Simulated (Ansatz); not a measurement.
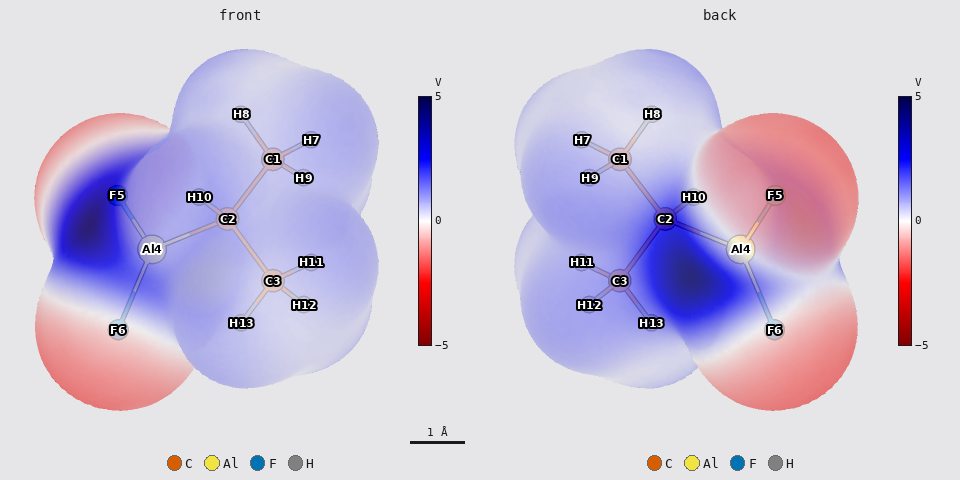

Figure. C3H7AlF2. The molecular electrostatic potential painted on the density surface at 0.002 e/bohr³, seen from the front and from behind; the colour scale runs from red (negative) to blue (positive).

Geometry: PBE0-D4/def2-TZVP.

The calculation used Ansatz 0.2.0, RKS PBE0-D4/def2-TZVPP.

Input

```
crystal:
  periodic: [false, false, false]
  atoms:
    - {symbol: C, position_ang: [-0.440062, -0.809299, -1.152192]}
    - {symbol: C, position_ang: [0.364183, 0.025946, -0.154896]}
    - {symbol: C, position_ang: [0.555369, -0.704554, 1.175024]}
    - {symbol: Al, position_ang: [-0.355019, 1.823981, 0.070935]}
    - {symbol: F, position_ang: [-1.202620, 2.575569, -1.122942]}
    - {symbol: F, position_ang: [-0.120158, 2.686455, 1.452850]}
    - {symbol: H, position_ang: [0.049204, -1.772832, -1.333619]}
    - {symbol: H, position_ang: [-0.556129, -0.309018, -2.116343]}
    - {symbol: H, position_ang: [-1.444125, -1.027182, -0.775894]}
    - {symbol: H, position_ang: [1.362373, 0.189661, -0.589385]}
    - {symbol: H, position_ang: [1.055331, -1.667146, 1.019658]}
    - {symbol: H, position_ang: [-0.403196, -0.917058, 1.657900]}
    - {symbol: H, position_ang: [1.155351, -0.129224, 1.883804]}
basis:
  gaussian: {orbitals: def2-TZVPP}
hamiltonian: {xc: pbe0, dispersion: d4}
output: {orbitals: {seedname: orbitals}}
```

Command:

```sh
ansatz run in.yaml --threads 4 --pin off --events-out ev --progress --plain --max-ram 11315MiB
```

Question: Which sites attract a positive test charge, and which a negative one?

Answer: A positive charge is drawn to the negative regions and a negative charge to the positive ones. The most negative region (about −1.3 V) lies over F5 and F6, the most positive (about +4.3 V) over Al4.
